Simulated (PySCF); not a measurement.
# AlHClO (SMILES [O][AlH][Cl]): UCCSDT/STO-3G

What is the energy change on altering one bond length of AlHClO at UCCSDT/STO-3G? Input form: a Python script.

The calculation is run with PySCF 2.14.0.

11 further runs of the same task are left out: 4 that didn't finish, 7 set aside as unsound or not needed.

## Step 1: The system as given

The species is AlHClO (4 atoms), meant as a doublet with charge 0. SMILES: `[O][AlH][Cl]`. The shape is that of a PBE0-D4/def2-TZVP optimisation.

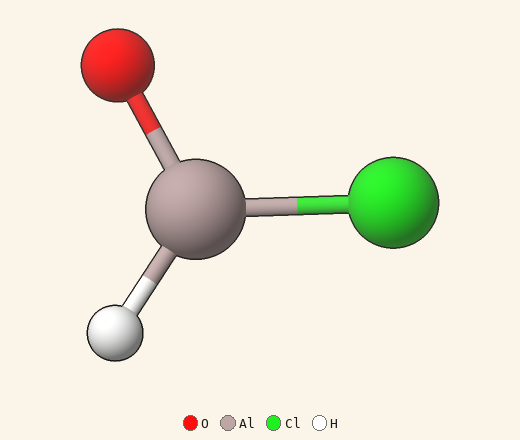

The structure, seen from a chosen angle (oxygen red, aluminium light grey, chlorine green, hydrogen white).

## Step 2: The energy at UCCSDT/STO-3G

Input file input.py:

```python
from pyscf import gto, cc

system = gto.Mole()
system.atom = '''
O      0.549154    -1.957567     2.552264
Al     0.223744     0.092597     0.029480
Cl    -2.972917    -0.397976    -2.208712
H      2.304899     2.149186    -0.411582
'''
system.max_memory = 1860
system.charge = 0
system.unit = 'bohr'
system.basis = 'sto-3g'
system.verbose = 3
system.spin = 1
system.build()

mf = system.UHF()
mf.conv_tol = 1e-10
mf.kernel()
if not mf.converged:
    mf = mf.newton().run(mf.mo_coeff, mf.mo_occ)

mycc = cc.CCSDT(mf, frozen=11)
mycc.kernel()
energy = mycc.e_tot
print(f'total energy: {energy:.8f} hartree')
```

The run is started by

```
$ OMP_NUM_THREADS=1 python input.py
```

The log of the run:

```text
converged SCF energy = -768.114833079585  <S^2> = 0.75679913  2S+1 = 2.0067876
_make_eris_incore_UCCSDT

WARN: A large `blksize_v_aaa` is being used, which may cause large memory consumption
      for storing contraction intermediates. If memory is sufficient, consider using
      `pyscf.cc.uccsdt_highm.UCCSDT` instead.

WARN: A large `blksize_v_aab` is being used, which may cause large memory consumption
      for storing contraction intermediates. If memory is sufficient, consider using
      `pyscf.cc.uccsdt_highm.UCCSDT` instead.

UCCSDT converged
E(UCCSDT) = -768.1793708977409   E_corr = -0.06453781815545749
E_corr(same-spin) = -0.00844058118265063
E_corr(oppo-spin) = -0.0560972369728069
total energy: -768.17937090 hartree
```

It took 3.6 s on 1 thread of Intel Xeon Platinum 8375C at 2.90GHz (Ice Lake), shared host; peak memory 0.12 GiB.

## Step 3: The distorted shape

Input file start.xyz:

```xyz
4
AlClHO
O      0.376704    -1.578376     2.018132
Al     0.118400     0.049000     0.015600
Cl    -1.573200    -0.210600    -1.168800
H      1.219700     1.137300    -0.217800
```

Input file calc.py:

```python
from pyscf import gto, cc

mol = gto.M(
    atom='start.xyz',
    spin=1,
    max_memory=1860,
    basis='sto-3g',
    verbose=3,
)

mf = mol.UHF()
mf.conv_tol = 1e-10
mf.kernel()
if not mf.converged:
    mf = mf.newton().run(mf.mo_coeff, mf.mo_occ)

mycc = cc.CCSDT(mf, frozen=11)
mycc.kernel()
e_tot = mycc.e_tot
print('Final energy', e_tot)
```

The run is started by

```
$ OMP_NUM_THREADS=1 python calc.py
```

The log of the run:

```text
converged SCF energy = -767.924281667504  <S^2> = 0.76044972  2S+1 = 2.0104226
_make_eris_incore_UCCSDT

WARN: A large `blksize_v_aaa` is being used, which may cause large memory consumption
      for storing contraction intermediates. If memory is sufficient, consider using
      `pyscf.cc.uccsdt_highm.UCCSDT` instead.

WARN: A large `blksize_v_aab` is being used, which may cause large memory consumption
      for storing contraction intermediates. If memory is sufficient, consider using
      `pyscf.cc.uccsdt_highm.UCCSDT` instead.

UCCSDT converged
E(UCCSDT) = -768.0612488431943   E_corr = -0.1369671756899921
E_corr(same-spin) = -0.00417568559487189
E_corr(oppo-spin) = -0.13279149009512
Final energy -768.0612488431943
```

Wall time 4.8 s (1 thread of Intel Xeon Platinum 8375C at 2.90GHz (Ice Lake), shared host); peak memory 0.12 GiB.

## Step 4: What came out

At UCCSDT/STO-3G, 11 core orbitals frozen:

| quantity | value |
| --- | --- |
| first shape: total energy | -768.17937 Eh |
| first shape: dipole moment (Hartree–Fock density) | 2.53 D |
| first shape: HOMO energy (Hartree–Fock orbitals) (highest over α and β) | -9.20 eV |
| first shape: LUMO energy (Hartree–Fock orbitals) (lowest over α and β) | 8.15 eV |
| first shape: correlation energy (11 core orbitals frozen) | -64.5 mEh |
| first shape: ⟨S²⟩ of the reference determinant | 0.757 |
| first shape: T1 diagnostic | 0.016 |
| distorted shape: total energy | -768.06125 Eh |
| distorted shape: dipole moment (Hartree–Fock density) | 2.64 D |
| distorted shape: HOMO energy (Hartree–Fock orbitals) (highest over α and β) | -5.88 eV |
| distorted shape: LUMO energy (Hartree–Fock orbitals) (lowest over α and β) | 4.88 eV |
| distorted shape: correlation energy (11 core orbitals frozen) | -137.0 mEh |
| distorted shape: ⟨S²⟩ of the reference determinant | 0.760 |
| distorted shape: T1 diagnostic | 0.051 |
| energy change with the O1–Al2 bond stretched from 1.729 to 2.593 Å | 3.214 eV |

**Reading.** With the O1–Al2 bond stretched from 1.729 to 2.593 Å the energy rises by 3.21 eV (310 kJ/mol). The first shape isn't relaxed at this level, so the change isn't measured from a minimum. The minimal basis adds a large error of its own. The T1 diagnostic (distorted shape) of 0.051 is above the customary mark for such species, so a single reference may not serve.
